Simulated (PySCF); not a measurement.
**C₅H₉FS (SMILES F[C@H]1CCCCS1): density, localisation and related maps**

```yaml
atoms:
  - { symbol: F, position_ang: [2.7388, -0.6299, -0.4005] }
  - { symbol: C, position_ang: [1.5962, -0.5029, 0.3505] }
  - { symbol: C, position_ang: [1.0410, 0.9108, 0.1783] }
  - { symbol: C, position_ang: [-0.2775, 0.9895, -0.5826] }
  - { symbol: C, position_ang: [-1.3480, 0.1942, 0.1585] }
  - { symbol: C, position_ang: [-1.2083, -1.2926, -0.1090] }
  - { symbol: S, position_ang: [0.5234, -1.9095, -0.1724] }
  - { symbol: H, position_ang: [1.9015, -0.7002, 1.3851] }
  - { symbol: H, position_ang: [0.9045, 1.3579, 1.1655] }
  - { symbol: H, position_ang: [1.8060, 1.4850, -0.3488] }
  - { symbol: H, position_ang: [-0.5713, 2.0370, -0.6600] }
  - { symbol: H, position_ang: [-0.1564, 0.5940, -1.5929] }
  - { symbol: H, position_ang: [-2.3447, 0.5014, -0.1649] }
  - { symbol: H, position_ang: [-1.2675, 0.3948, 1.2295] }
  - { symbol: H, position_ang: [-1.7185, -1.8845, 0.6506] }
  - { symbol: H, position_ang: [-1.6192, -1.5449, -1.0871] }
```

Geometry: GFN2-xTB.

Computed with PBE/pcSseg-1, SCF density, in a chloroform solvent model, non-relativistic (PySCF 2.14.0).

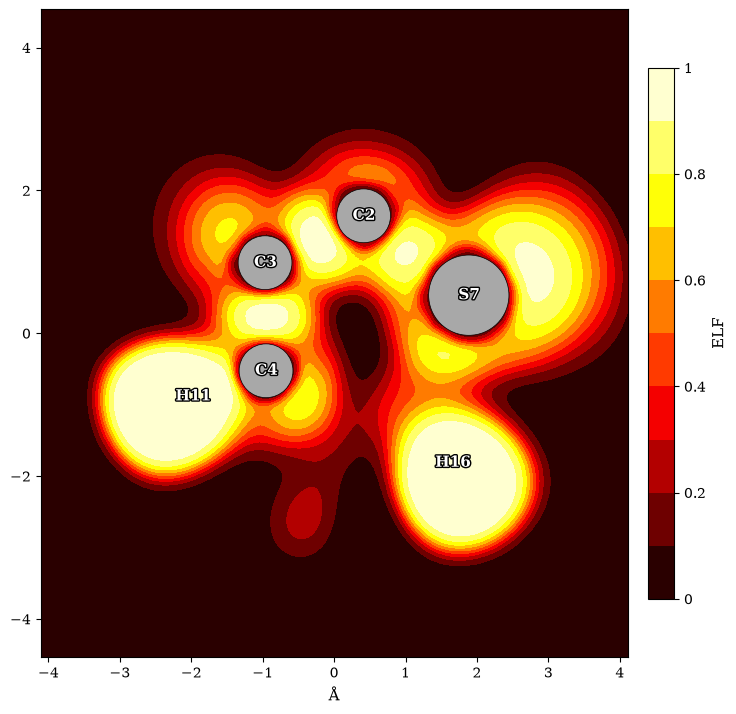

Figure 1. ELF on the plane of atoms C3, C2 and S7. Grey discs cover the atomic cores.

Question: What do the fields say about this system?

Answer:
- The plane passes through C, S and H nuclei.
- C–C (1.53 Å): the ELF peaks at about 0.95 between the atoms (localised, covalent bonding).
- C–S (1.84 Å): the ELF peaks at about 0.90 between the atoms, as expected for a covalent bond.
- C–H (1.09 Å): the ELF climbs to about 1 towards the hydrogen, as it does in any bond to H: a covalent bond by its length.
- The ELF also peaks beside S7, away from the bonds: lone-pair regions.

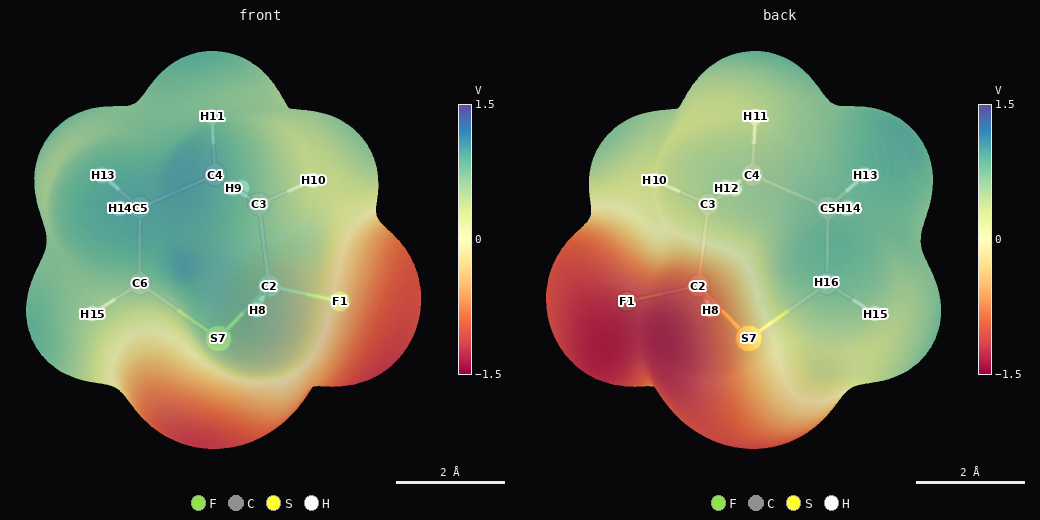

Figure 2. The electrostatic potential painted on the density surface at 0.002 e/bohr³, seen from the front and from behind; red is negative and blue positive.

Question: Where is the surface potential most negative and most positive?

Answer: The most negative region (about −1.4 V, or −32 kcal/mol for a unit charge) lies over F1 and S7, the most positive (about +1.1 V, or +25 kcal/mol for a unit charge) over the C and H atoms.

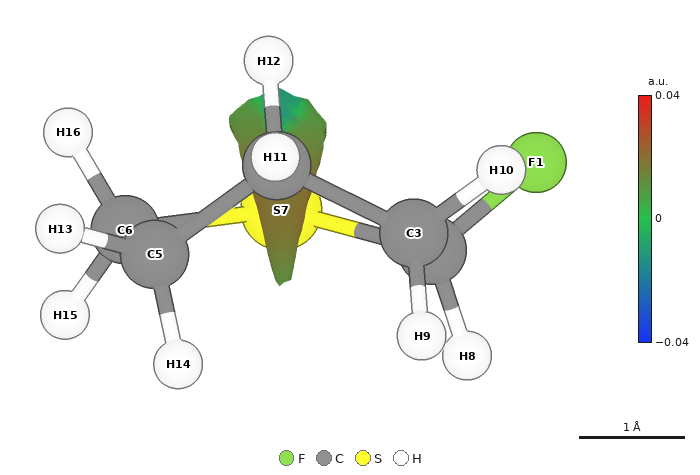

Figure 3. Non-covalent interaction (NCI) plot: the surface where the reduced density gradient is 0.5, for densities under 0.05 a.u., coloured by sign(λ₂)ρ; seen from one side.

Question: Identify the weak interactions.

Answer: Between C4 and H12 on one side and S7 and C6 on the other: a weak contact (green).
